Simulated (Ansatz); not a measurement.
# AsB2H6N: the cost of one run

Program: Ansatz 0.2.0. Level of theory: RKS r2SCAN-D4/def2-SVP. These are calculated values, not measurements.

### Step 1. The structure to begin with

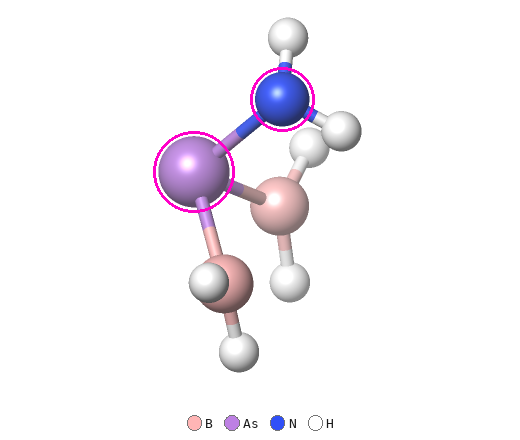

The starting structure, seen from a free direction (boron pink, arsenic purple, nitrogen blue, hydrogen white). Ringed: As2, N4.

As a file:

```xyz
10

B    -1.4046    0.4155   -0.4194
As   -0.3408   -0.6090    0.9104
B     0.8251   -1.4134   -0.5499
N     0.9428    0.8479    1.2322
H    -1.7274   -0.0241   -1.4935
H    -2.0561    1.4207   -0.0593
H     1.9471   -1.8334   -0.2338
H     0.4300   -1.7119   -1.5816
H     0.3563    1.5612    1.8476
H     1.1107    1.2954    0.3504
```

### Step 2. Relaxing end A

input.yaml reads:

```yaml
crystal:
  periodic: [false, false, false]
  atoms:
    - { symbol: B, position_ang: [-1.4046, 0.4155, -0.4194] }
    - { symbol: As, position_ang: [-0.3408, -0.609, 0.9104] }
    - { symbol: B, position_ang: [0.8251, -1.4134, -0.5499] }
    - { symbol: "N", position_ang: [0.9428, 0.8479, 1.2322] }
    - { symbol: H, position_ang: [-1.7274, -0.0241, -1.4935] }
    - { symbol: H, position_ang: [-2.0561, 1.4207, -0.0593] }
    - { symbol: H, position_ang: [1.9471, -1.8334, -0.2338] }
    - { symbol: H, position_ang: [0.43, -1.7119, -1.5816] }
    - { symbol: H, position_ang: [0.3563, 1.5612, 1.8476] }
    - { symbol: H, position_ang: [1.1107, 1.2954, 0.3504] }
basis:
  gaussian: { orbitals: def2-SVP }
hamiltonian:
  xc: r2scan
  dispersion: d4
relax:
  f_tol: 0.015
  max_steps: 40
output:
  orbitals: {}
```

Command:

```sh
$ ansatz run input.yaml --threads 2 --pin off --max-ram 3072MiB --backend cpu --events-out ev --progress --plain --runs-dir out
```

**Question.** How long does this run take on 2 threads of Intel Xeon Platinum 8488C (Sapphire Rapids), shared host, and how much memory does it need?

About 54 s, with a peak of 0.19 GiB.
